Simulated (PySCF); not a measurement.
C3H11NSi (SMILES [H][Si](C)(C)NC)

```yaml
atoms:
  - { symbol: Si, position_ang: [0.4009, 0.3009, 0.3524] }
  - { symbol: H, position_ang: [0.4333, 0.3789, 1.8511] }
  - { symbol: C, position_ang: [2.1358, 0.3464, -0.3605] }
  - { symbol: H, position_ang: [2.6580, 1.2698, -0.0653] }
  - { symbol: H, position_ang: [2.1085, 0.3198, -1.4621] }
  - { symbol: H, position_ang: [2.7301, -0.5113, -0.0108] }
  - { symbol: C, position_ang: [-0.5809, 1.7874, -0.2600] }
  - { symbol: H, position_ang: [-0.1278, 2.7306, 0.0867] }
  - { symbol: H, position_ang: [-1.6174, 1.7598, 0.1124] }
  - { symbol: H, position_ang: [-0.6192, 1.8117, -1.3611] }
  - { symbol: N, position_ang: [-0.2900, -1.2366, -0.0650] }
  - { symbol: C, position_ang: [-1.5537, -1.7251, 0.4243] }
  - { symbol: H, position_ang: [0.0136, -1.6698, -0.9296] }
  - { symbol: H, position_ang: [-1.5618, -2.8261, 0.5041] }
  - { symbol: H, position_ang: [-1.7348, -1.3376, 1.4405] }
  - { symbol: H, position_ang: [-2.4289, -1.4329, -0.1906] }
```

Geometry: PBE0-D3(BJ)/def2-SVP.

The calculation used B3LYP/def2-SVPD, SCF density, gas phase (PySCF).

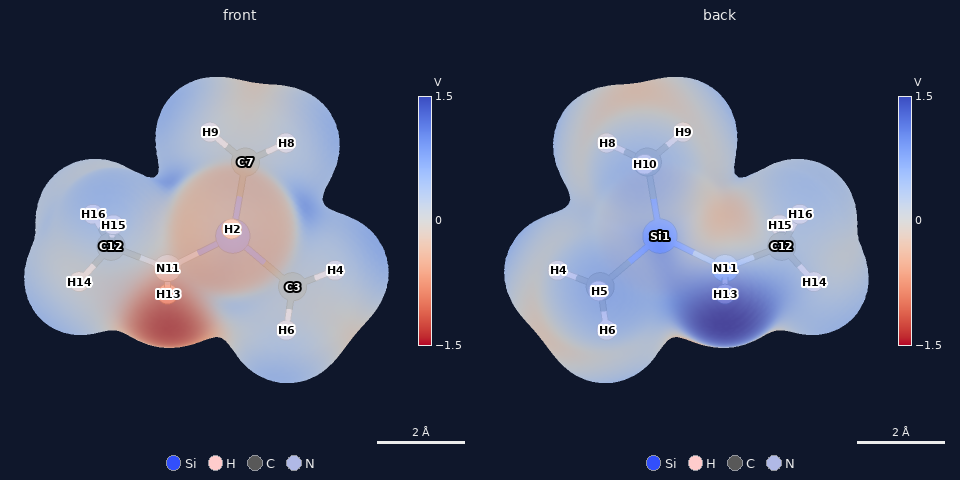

Figure 1. The electrostatic potential painted on the density surface at 0.002 e/bohr³, seen from the front and from behind; red is negative and blue positive.

Which sites attract a positive test charge, and which a negative one?

Answer. A positive charge is drawn to the negative regions and a negative charge to the positive ones. The most negative region (about −1.1 V) lies over N11, the most positive (about +1.4 V) over H13. N11 is the likeliest acceptor of a hydrogen bond.

How polar is the molecule by this calculation?

Answer. Its dipole moment is 0.99 D.

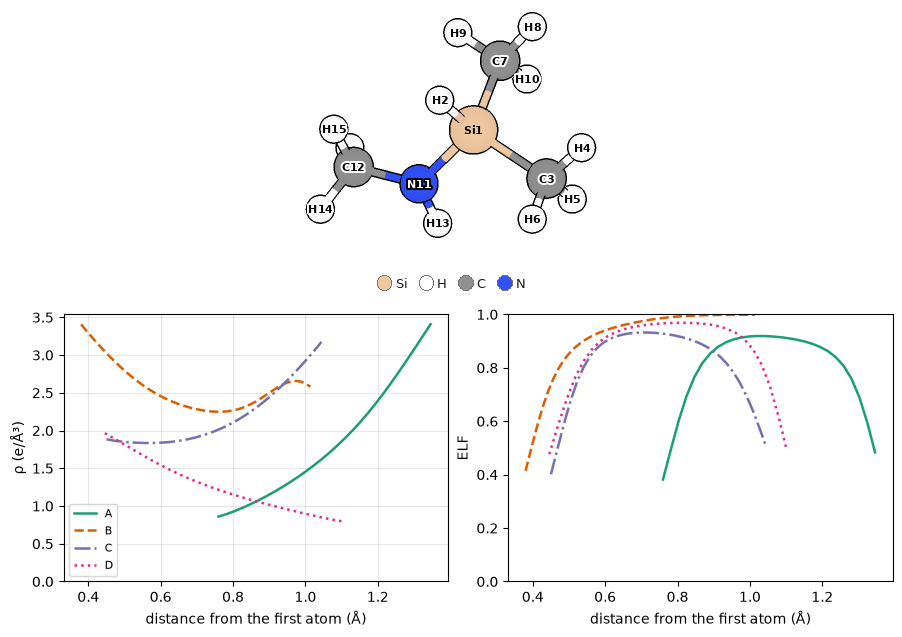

Figure 2. Total electron density and ELF along straight lines between neighbouring atoms. The curves leave out the atomic cores. The structure is drawn too.

Which curve belongs to which contact (C–N, C–Si, N–H and Si–N)? The first atom named is at distance zero.

Answer. Curve A: Si–N (1.74 Å): ρ is about 1.1 e/Å³ halfway; the ELF peaks at about 0.90 between the atoms (a shared but strongly polarised pair). Curve B: N–H (1.01 Å): the density is about 2.8 e/Å³ at the midpoint; the ELF climbs to about 1 towards the hydrogen, as it does in any bond to H: a covalent bond by its length. Curve C: C–N (1.44 Å): ρ is about 1.9 e/Å³ halfway; the ELF peaks at about 0.95 between the atoms: localised, covalent bonding. Curve D: C–Si (1.88 Å): ρ is about 0.97 e/Å³ halfway; the ELF peaks at about 0.95 between the atoms, as expected for a covalent bond.
